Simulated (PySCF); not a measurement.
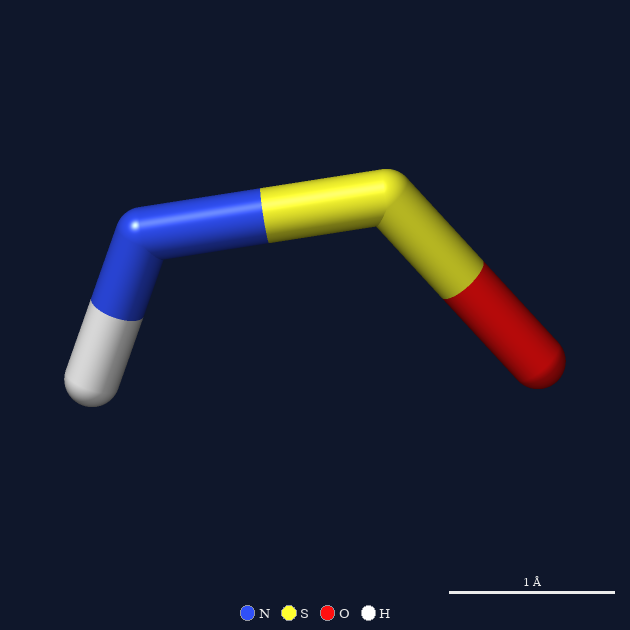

A stick model of a molecule.

Description:

Formula HNOS. As SMILES it reads `N=S=O`. This geometry has Cs symmetry. All atoms lie on one plane. Coordination: 1 N bent; 1 S bent.

The parts below concern this one geometry. Atoms keep their numbers from picture to picture. The computed structure is the end point of a PBE0-D3(BJ)/def2-TZVP optimisation. No frequency run is at hand to confirm it as a minimum.

Levels of theory compared

No frequency run is at hand to confirm it as a minimum. Program: PySCF 2.14.0.

At this fixed geometry, give dipole (D) at these levels: B97-2/pcSseg-2; KT3/pcSseg-2; PBE0/pcSseg-2; WP04/pcSseg-2 in chloroform (IEF-PCM); ωB97X-D/pcSseg-2; ωB97X-D/pcSseg-2 in chloroform (IEF-PCM).

| level | dipole (D) |
| --- | --- |
| B97-2/pcSseg-2 | 0.87 |
| KT3/pcSseg-2 | 0.83 |
| PBE0/pcSseg-2 | 0.87 |
| WP04/pcSseg-2 in chloroform (IEF-PCM) | 1.19 |
| ωB97X-D/pcSseg-2 | 0.87 |
| ωB97X-D/pcSseg-2 in chloroform (IEF-PCM) | 1.11 |

NMR shielding

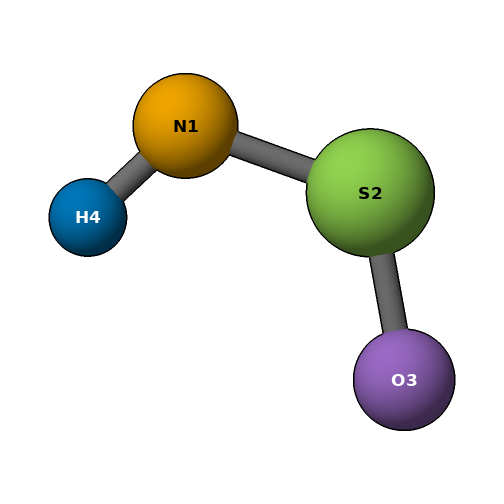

No frequency run is at hand to confirm it as a minimum. Method: GIAO ωB97X-D/pcSseg-2 NMR shielding, non-relativistic, gas phase (PySCF 2.14.0). Principal shieldings σ11 ≤ σ22 ≤ σ33, span Ω = σ33 − σ11, skew κ = 3(σiso − σ22)/Ω.

Give the shielding tensors of the O atoms.

```csv
atom,σ11,σ22,σ33,σiso,Ω,κ
O3,−589.1,−220.0,179.5,−209.9,768.6,0.04
```

Shieldings and span in ppm.

Bond orders

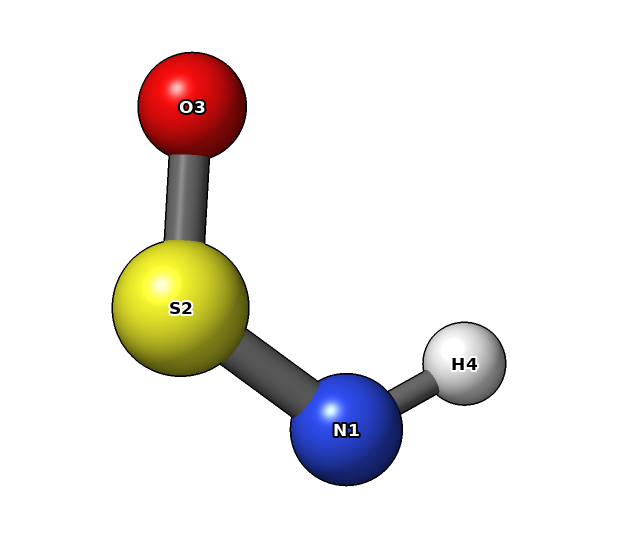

The thickness of each stick grows with its Mayer bond order. No frequency run is at hand to confirm it as a minimum. Computed with PBE0/pcSseg-2 (PySCF 2.14.0).

List the Mayer bond orders of N1–S2, N1–H4, S2–O3.

```csv
bond,Mayer order,length (Å)
N1–S2,1.82,1.504
N1–H4,0.97,1.021
S2–O3,1.65,1.448
```

Charges

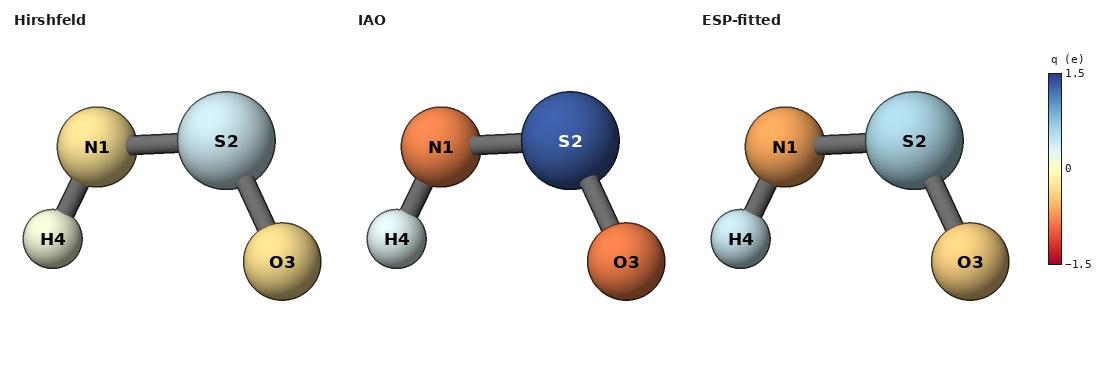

Atomic charges of one calculation by 3 schemes, on one colour scale. No frequency run is at hand to confirm it as a minimum. Computed with PBE0/pcSseg-2 (PySCF 2.14.0).

Question: Which scheme gives the most polar picture (largest mean size of the charges)?

Answer: The IAO charges are the largest in size here, and the Hirshfeld charges the smallest.

Question: On which atom do the schemes disagree most?

Answer: On S2 (from 0.40 to 1.30 e).

List the charges (e), one line for each set of equivalent atoms.

```csv
atom,Hirshfeld,IAO,ESP-fitted
N1,−0.25,−0.77,−0.61
S2,0.40,1.30,0.56
O3,−0.28,−0.80,−0.37
H4,0.13,0.27,0.42
```
